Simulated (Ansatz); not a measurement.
The starting structures come from a database of crystals and need not be the phases stable at ambient conditions.

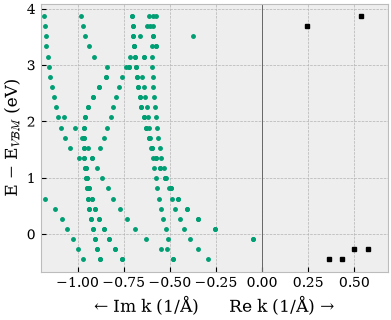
Fig. 1. Complex bands at the centre of the two-dimensional zone; Ansatz (a quantum-chemistry and plane-wave program) with r2SCAN

The gap is the functional's own, uncorrected, and κ follows it; spin-orbit coupling is left out. Mid-gap values are interpolated between the computed energies.

### Question
This is LiNO$_{3}$ (R-3c, not sure to be the ambient phase, 10 atoms a cell, 9.3 Å³ an atom) along the normal of (101). Read off the slowest decay at the centre of the two-dimensional zone at 1.89 eV, the computed energy nearest the middle of the gap.

### Answer
κ ≈ 0.57 1/Å, a decay length 1/(2κ) of the density of 0.88 Å.
